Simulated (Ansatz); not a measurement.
# YSb (model cell, started as zinc blende): phonons and vibrational spectra, part 2 of 3

Aim: the vibrations of YSb (model cell, started as zinc blende), their spectra, and whether the structure is stable.

Ansatz 0.2.0; DFT LDA, scalar-relativistic, plane waves, PAW.

So far. Step 3 (Tight relaxation): The forces vanish by symmetry and the pressure is 0.008 GPa, within the tolerances set. The cell now holds 39.16 Å³/atom. The relaxed cell has a = 6.792 Å (conventional setting).

The structure was built from a prototype and need not be the compound's stable phase.

## (4) Modes at Γ

The zone centre comes first: it holds the modes that light can see, as far as symmetry allows. The response to a homogeneous field gives the Born charges and the dielectric tensor, and its change with displacement the Raman tensors.

Contents of input.yaml:

```yaml
crystal:
  lattice:
    - [0.0, 3.3958013813, 3.3958013813]
    - [3.3958013813, 0.0, 3.3958013813]
    - [3.3958013813, 3.3958013813, 0.0]
  atoms:
    - { symbol: "Y", position: [0.0, 0.0, 0.0] }
    - { symbol: Sb, position: [0.25, 0.25, 0.25] }
kpoints:
  mp_grid: { grid: [8, 8, 8] }
hamiltonian:
  xc: lda
scf:
  occupations: { method: fixed }
output:
  eigenvalues: true
phonons:
  method: dfpt
  dielectric: true
  rigid_motions: translations
  raman: true
```

The run is started by

```
ansatz run input.yaml --threads 4 --pin off --max-ram 7168MiB --backend cpu --events-out ev --progress --plain --runs-dir out
```

Numbers of over 12 decimals in the logs are rounded to 6 here.

Log:

```text
[...]
Crystal: 2 atoms, lattice volume = 78.317 Å³
Basis set: ecut = 420 eV, 1471 PW (Γ), exchange–correlation on 72×72×72 points (8 copies of the dense FFT grid, shifted against one another)
Bands: 17, of which v1, the nominal top of the filled ones, is band 13 counted from 1 (12 counted from 0)
Symmetry: 24 space group operations
k-points: 95 of 512 (irreducible under 4 space group operations, time reversal used)
[...]
SCF iter   1: F=—  HF=-10082.518525 eV  |F-HF|=—  |Δ(HF+E_count)|=         —  Δρ=5.73e-3  dr2=9.39e-3  ethr=1.77e-3  ⟨swp⟩=5.0  Hψ=6944  notcnv=0  defer=162
[...]
SCF iter   7: F=-10082.517552 eV  HF=-10082.517552 eV  |F-HF|=1.46e-11  |Δ(HF+E_count)|=   1.69e-9  Δρ=3.87e-7  dr2=5.72e-11  ethr=1.00e-12  ⟨swp⟩=7.0  Hψ=10355  notcnv=0
SCF 1 converged in 7 iterations: F = -10082.517552 eV  dr2 = 5.72e-11
[...]
DFPT response loops at Γ: preconditioner auto → none (the input reference at scf.mixing.eps_inf says where Resta's filter doesn't serve); β = 0.50; Broyden in place of MSR1
── the response to a field inside a basis, on 8×8×8 k-points: an SCF that follows is theirs, and a resumed run solves both again ──
Bands: 14, of which v1, the nominal top of the filled ones, is band 13 counted from 1 (12 counted from 0)
k-points: 60
[...]
Eigensolver: Dense (60 Hₖ)
SCF iter   1: F=—  HF=-10082.515985 eV  |F-HF|=—  |Δ(HF+E_count)|=         —  Δρ=6.24e-5  dr2=5.19e-7  ethr=1.00e-1
[...]
SCF iter   5: F=-10082.515986 eV  HF=-10082.515986 eV  |F-HF|=1.09e-11  |Δ(HF+E_count)|=  3.64e-11  Δρ=1.66e-7  dr2=1.94e-11  ethr=1.00e-12
SCF 1 converged in 5 iterations: F = -10082.515986 eV  dr2 = 1.94e-11
[...]
SCF converged after 7 iterations
Free energy (F): -10082.517552 eV
[...]
Internal energy: -10082.517552 eV  (E = F + TS)
E sigma→0 (E₀):  -10082.517552 eV
Fermi energy:    5.512906 eV
[...]
--- Band table (eV; the first three rows and the last of 95) ---
  k-point 0: bands = [... 9 lower, -2.6667, 4.8889, 4.8889, 4.8889, 8.2482, 8.2482, 8.3390, 11.8935]
  k-point 1: bands = [... 9 lower, -2.5838, 4.6103, 4.9351, 4.9351, 8.1800, 8.1800, 8.8402, 11.2034]
  k-point 2: bands = [... 9 lower, -2.3754, 4.1302, 5.0353, 5.0353, 8.1353, 8.1353, 9.5613, 10.0973]
  k-point 94: bands = [... 9 lower, -1.8489, 4.2773, 4.2881, 5.4240, 6.9258, 8.2208, 8.7092, 9.3026]
--- Phonons (Γ-DFPT): 2 representative perturbations + reference, on 95 of 512 k-points (Σ response iterations 6) ---
  k mesh reduced under 4 symmetry operations, with k and −k counted as one. Each operation leaves every solved perturbation unchanged. A smaller set is not considered because the run solves the response to a homogeneous field
  ASR residual: 1.020e-4 → 0.000e0 eV/Å²; symmetrization residual: 3.574e-5 eV/Å²
  ASR residual per site (eV/Å²): 1.02e-4 9.95e-5
  Γ frequencies (cm⁻¹): 0.00 0.00 0.00 174.36 174.36 174.36
  ε∞ (high-frequency dielectric tensor):
        8.129648     0.000000     0.000000
        0.000000     8.129648    -0.000000
        0.000000    -0.000000     8.129648
  ε⁰ (static dielectric tensor: ions relaxed, cell fixed):
       11.099227    -0.000000     0.000000
       -0.000000    11.099227    -0.000000
        0.000000    -0.000000    11.099227
  ε⁰ − ε∞ (ionic part):
        2.969579    -0.000000     0.000000
       -0.000000     2.969579    -0.000000
        0.000000    -0.000000     2.969579
  softest optical mode at Γ: 174.36 cm⁻¹; the repairs (sum rule, projections) moved no ω² at Γ by more than (0.98 cm⁻¹)²
  Born effective charges Z* (e; rows j = field, columns β = displacement):
    site 0:
         2.71723   -0.00000    0.00000
        -0.00000    2.71723    0.00000
         0.00000    0.00000    2.71723
    site 1:
        -2.71723    0.00000   -0.00000
         0.00000   -2.71723   -0.00000
        -0.00000   -0.00000   -2.71723
  Z* charge neutrality: 6.168e-4 e pre-enforcement
  solved inside a basis spanned on kpoints, on 8×8×8 k-points transformed towards the longest dipole: ε∞ is read to err by 2.2e-2, Z* by 1.6e-2 e (field_mesh: kpoints solves on kpoints); Z* is corrected for what the basis lacks
  Raman tensors (in the event stream and the table raman_tensors.tsv): an entry may err by 3.7e-2 Å², one of the second-order susceptibility by 2.5e-1 pm/V (basis, points and sum rule); their sum over the sites missed zero by 2.772e-5 Å² ahead of its enforcement
  optical modes at Γ without the LO–TO term, one row a degenerate level:
      ω (cm⁻¹)  modes    IR ((D/Å)²/amu)  static Raman (Å⁴/amu)  depolarisation
        174.36      3             9.9448                12.7538           0.750
  optical modes at Γ + LO–TO along q̂ = [1.0000, 0.0000, 0.0000]:
      ω (cm⁻¹)  modes    IR ((D/Å)²/amu)  static Raman (Å⁴/amu)  depolarisation
        174.36      2             6.6299                 8.5025           0.750
        203.73      1             3.3149                 0.5081           0.750
  optical modes at Γ + LO–TO along q̂ = [0.0000, 1.0000, 0.0000]:
      ω (cm⁻¹)  modes    IR ((D/Å)²/amu)  static Raman (Å⁴/amu)  depolarisation
        174.36      2             6.6299                 8.5025           0.750
        203.73      1             3.3149                 0.5081           0.750
  optical modes at Γ + LO–TO along q̂ = [0.0000, 0.0000, 1.0000]:
      ω (cm⁻¹)  modes    IR ((D/Å)²/amu)  static Raman (Å⁴/amu)  depolarisation
        174.36      2             6.6299                 8.5025           0.750
        203.73      1             3.3149                 0.5081           0.750
```

Run time: 87 s. Hardware: 4 threads of Arm Neoverse V2, shared host; peak memory 0.98 GiB.

This step gave:

```
sum-rule residual before enforcement                    : 1.02e-4 eV/Å²
miss of the charge sum rule                             : 6.17e-4 e
estimated error of the dielectric tensor                : 0.02179
estimated error of the Born charges                     : 0.01583 e
point group                                             : -43m
highest optical mode at the zone centre (no LO-TO term) : 174.4 cm⁻¹
lowest optical zone-centre mode                         : 174.4 cm⁻¹
mean high-frequency dielectric constant                 : 8.130
largest Born charge (third of the trace)                : 2.717 e
mean static dielectric constant                         : 11.10
top of the zone-centre spectrum with the field          : 203.7 cm⁻¹
```

Without the LO-TO term. Patterns of degenerate modes are one choice out of their space. Modes at Γ, with each element's share of the kinetic energy:

```
mode  frequency (cm⁻¹)  symmetry  Y %  Sb %
   1               0.0  acoustic   42    58
   2               0.0  acoustic   42    58
   3               0.0  acoustic   42    58
   4             174.4        T2   58    42
   5             174.4        T2   58    42
   6             174.4        T2   58    42
```

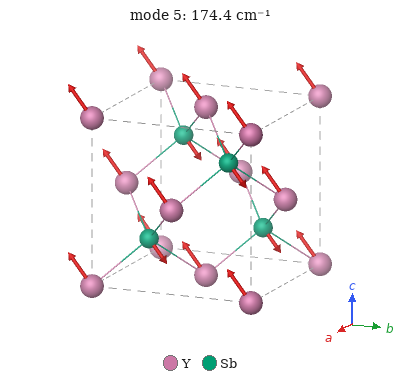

Displacement patterns of mode 5 at Γ; arrows are exaggerated. Bonds to atoms that aren't drawn are left out. Some periodic images of atoms are drawn too.

Optical modes at the zone centre, without and with the macroscopic field of the longitudinal modes; each column is sorted by frequency, so a row need not hold one and the same mode. Modes with and without the field, by row:

```
rank among optical modes  no field (cm⁻¹)  q along (1, 0, 0) (cm⁻¹)
                       1            174.4                     174.4
                       2            174.4                     174.4
                       3            174.4                     203.7
```

Born charge (rows field, columns displacement) (e), principal values of the symmetric part by kind of site:

```
atom  atoms with these values    low  middle   high   mean
  Y1                        1   2.72    2.72   2.72   2.72
 Sb2                        1  -2.72   -2.72  -2.72  -2.72
```

In full for Y1:

```
2.72 0.00 0.00
0.00 2.72 0.00
0.00 0.00 2.72
```

High-frequency dielectric tensor:

```
8.13 0.00 0.00
0.00 8.13 0.00
0.00 0.00 8.13
```

Static dielectric tensor (ions relaxed, fixed cell):

```
11.10  0.00  0.00
 0.00 11.10  0.00
 0.00  0.00 11.10
```

Transverse modes. Infrared lines, with heights relative to the strongest:

| position (cm⁻¹) | label | relative intensity |
| --- | --- | --- |
| 174 | T2 | 100 |

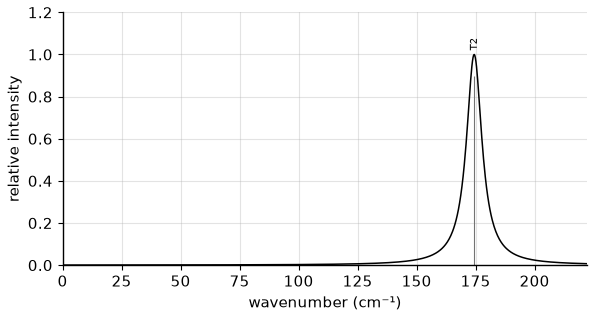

The infrared spectrum, broadened with Lorentzians of width 8 cm⁻¹; bars mark the lines.

Activity x (w_L - w)^4 (n + 1)/w, 532 nm, 300 K; the tensors are static ones, while 532 nm light lies above the computed direct gap, where resonance would change the heights; modes without the macroscopic field alone. Lines of the Raman spectrum (strongest = 100):

```
position (cm⁻¹)  label  relative intensity
            174     T2                 100
```

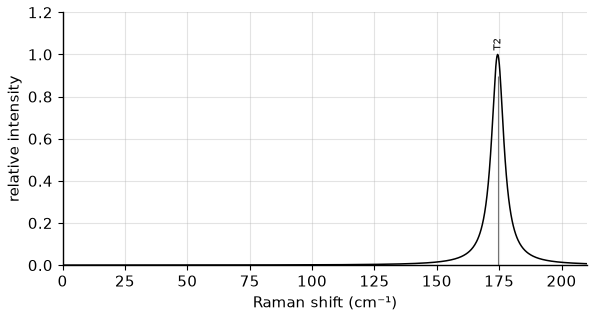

The Raman spectrum, broadened with Lorentzians of width 6 cm⁻¹; bars mark the lines.

Static second-order susceptibility (pm/V), twice the coefficient d of second-harmonic generation. Second order susceptibility, by row:

```
field along  xx  yy  zz     yz     xz     xy
          x   0   0   0  21.92      0      0
          y   0   0   0      0  21.92      0
          z   0   0   0      0      0  21.92
```

Before it was imposed, the acoustic sum rule was missed by 1.0e-4 eV/Å² and the charge sum rule by 6.2e-4 e. Small misses are needed for a sound result but don't prove that mesh and cutoff are converged. The lowest optical mode is real, 174 cm⁻¹.

## (5) The dispersion

Stability and thermal properties need the whole zone. Linear response on a 4×4×4 q mesh gives force constants as far as a supercell of that size would, and the tensors from the zone-centre run are typed in so that the long-range dipole term is interpolated apart.

input.yaml, the sections that differ from step 4:

```yaml
phonons:
  method: dfpt
  qmesh: [4, 4, 4]
  temperatures: { t_max: 1000, t_step: 50 }
  qpath:
    path:
      - [[0.0, 0.0, 0.0], [-0.5, -0.5, 0.0], [-0.375, -0.375, 0.25]]
      - [[-0.375, 0.0, 0.375], [0.0, 0.0, 0.0], [0.0, 0.0, 0.5], [-0.5, -0.25, 0.25], [-0.5, -0.5, 0.0]]
    npoints: 10
  non_analytic_term:
    high_frequency_dielectric_tensor: [[8.1296, 0.0, 0.0], [0.0, 8.1296, 0.0], [0.0, 0.0, 8.1296]]
    born_effective_charges:
      - { species: "Y", tensor: [[2.7172, 0.0, 0.0], [0.0, 2.7172, 0.0], [0.0, 0.0, 2.7172]] }
      - { species: Sb, tensor: [[-2.7172, 0.0, 0.0], [0.0, -2.7172, 0.0], [0.0, 0.0, -2.7172]] }
    source: "zone-centre run at this cell"
# crystal, kpoints, hamiltonian, scf, output: as in step 4
```

Log:

```text
Warning: phonons: the dynamical matrix that this run interpolates holds no multipole term above the dipole-dipole one, and a site of this crystal is no centre of inversion, so its interpolated transverse optical and acoustic branches and sound speeds can stay off near Gamma, and the density of states and the thermodynamics with them. What a run solves at a wave vector of phonons.qpoints, Gamma apart, where the deck admits one, is free of this, and under fd what a larger phonons.supercell samples
[...]
Crystal: 2 atoms, lattice volume = 78.317 Å³
Basis set: ecut = 420 eV, 1471 PW (Γ), exchange–correlation on 72×72×72 points (8 copies of the dense FFT grid, shifted against one another)
Bands: 17, of which v1, the nominal top of the filled ones, is band 13 counted from 1 (12 counted from 0)
Symmetry: 24 space group operations
k-points: 29 of 512 (time reversal used)
[...]
SCF iter   1: F=—  HF=-10082.519186 eV  |F-HF|=—  |Δ(HF+E_count)|=         —  Δρ=5.64e-3  dr2=9.09e-3  ethr=1.77e-3  ⟨swp⟩=5.0  Hψ=2126  notcnv=0  defer=48
[...]
SCF iter   9: F=-10082.517552 eV  HF=-10082.517552 eV  |F-HF|=1.82e-12  |Δ(HF+E_count)|=  2.00e-11  Δρ=4.22e-8  dr2=9.53e-13  ethr=1.00e-12  ⟨swp⟩=7.9  Hψ=2660  notcnv=0
SCF 1 converged in 9 iterations: F = -10082.517552 eV  dr2 = 9.53e-13
[...]
NSCF: frozen V_eff on 29 k-points
[...]
DFPT response loops at q = (0, 0, 0) (fractional): preconditioner auto → none (the input reference at scf.mixing.eps_inf says where Resta's filter doesn't serve); β = 0.50; Broyden in place of MSR1
[...]
SCF converged after 9 iterations
Free energy (F): -10082.517552 eV
[...]
Internal energy: -10082.517552 eV  (E = F + TS)
E sigma→0 (E₀):  -10082.517552 eV
Fermi energy:    5.512905 eV
[...]
--- Band table (eV; the first three rows and the last of 29) ---
  k-point 0: bands = [... 9 lower, -2.6667, 4.8889, 4.8889, 4.8889, 8.2482, 8.2482, 8.3390, 11.8935]
  k-point 1: bands = [... 9 lower, -2.5838, 4.6103, 4.9351, 4.9351, 8.1800, 8.1800, 8.8401, 11.2034]
  k-point 2: bands = [... 9 lower, -2.3754, 4.1302, 5.0353, 5.0353, 8.1353, 8.1353, 9.5613, 10.0973]
  k-point 28: bands = [... 9 lower, -1.8489, 4.2772, 4.2881, 5.4240, 6.9258, 8.2208, 8.7092, 9.3026]
--- Phonons (Γ-DFPT): 2 representative perturbations + reference (Σ response iterations 6) ---
  ASR residual: 3.329e-5 → 0.000e0 eV/Å²; symmetrization residual: 3.463e-5 eV/Å²
  ASR residual per site (eV/Å²): 3.19e-5 3.33e-5
  Γ frequencies (cm⁻¹): 0.00 0.00 0.00 174.36 174.36 174.36
--- Phonons (arbitrary-q DFPT): 8 irreducible q on the 4×4×4 mesh ---
  q = [0.0000, 0.0000, 0.0000] (star 1, of the zone-centre solve; hermiticity 1.21e-5, symmetrization 4.54e-12): -0.00 -0.00 -0.00 174.36 174.36 174.36
  q = [0.0000, 0.0000, 0.2500] (star 8, 2 solved perturbations on 288 of 512 k-point pairs; hermiticity 3.52e-6, symmetrization 7.96e-12): 13.22 13.22 67.86 174.42 174.42 192.85
[...]
q = [0.0000, 0.2500, 0.2500] (star 6, 4 solved perturbations in 528 linear systems a pass and spin channel, the states on 164 of 512 k-point pairs; hermiticity 8.13e-6, symmetrization 1.42e-13): 22.30 22.30 74.98 172.49 172.49 190.67
[...]
sum rule: each row above includes the acoustic sum rule's correction from the zone centre's row sums; it moved no ω² by more than (0.31 cm⁻¹)²
  mesh force constants: q→R imaginary residual 2.28e-18; ASR residual 3.329e-5 → 0.000e0 eV/Å²; symmetrization residual 2.665e-15 eV/Å²
  interpolated dispersion: 63 rows × 6 modes
  density of states and harmonic sums: on the 16×16×16 q-mesh, interpolated from the force constants of a 4×4×4 supercell (with the dipole–dipole term of supplied tensors)
  largest difference from the sums on the solved wave vectors: F 4.38e-3 eV, S 6.42e-6 and C_V 2.04e-6 eV/K
  zero-point energy: 0.042161 eV/cell   skipped modes (ω ≤ 0): 13, of them read as no rigid motion or as one in doubt: 10 (2.246e-2 modes/cell left out, lowest -5.08 cm⁻¹)   left out of the sums: 3.87e-3 of the cell's modes: C_V's classical limit lies that fraction below 3 k_B per atom; for a crystal, a wire or a layer, F and S can be off by more, and a phonons.interpolated_qmesh denser along its periods is the remedy for the sampling
```

The job ended after 2.4 min (4 threads; peak memory 1.6 GiB; 9.5 min of CPU time).

Numbers from this step:

```
sum-rule residual before enforcement                    : 3.33e-5 eV/Å²
lowest frequency on the path                            : -5.862 cm⁻¹
highest frequency on the path or at a solved wavevector : 203.7 cm⁻¹
lowest mode on the q mesh (acoustic modes at Γ apart)   : 13.22 cm⁻¹
```

Frequencies (cm⁻¹) solved at each irreducible wavevector; negative means imaginary. Frequencies by wavevector, by row:

```
q in reciprocal lattice units  star  mode 1  mode 2  mode 3  mode 4  mode 5  mode 6
                        0 0 0     1       0       0       0   174.4   174.4   174.4
                     0 0 0.25     8    13.2    13.2    67.9   174.4   174.4   192.8
                     0 0 -0.5     4    19.3    19.3   106.7   174.2   174.7   174.7
                  0 0.25 0.25     6    22.3    22.3      75   172.5   172.5   190.7
                  0 0.25 -0.5    24    27.9    43.1   110.6   167.2   172.3   172.8
                 0 0.25 -0.25    12    21.7    43.5    97.4     172   174.1   175.2
                  0 -0.5 -0.5     3    33.1    33.1   127.1   161.7   170.2   170.2
              0.25 -0.5 -0.25     6    42.8    46.3   125.5   152.8   171.2   171.6
```

(Part 2 of 3 ends here.)

[Logs are printed without paths, hosts, clocks, repeated set-up lines and the standing remarks that a program may print on its own settings, such as how far it seeks lower states.]

[Hosts, paths, dates, database ids (printed as entryN), source tags and the programs' standing remarks are cut or masked in the printed files.]
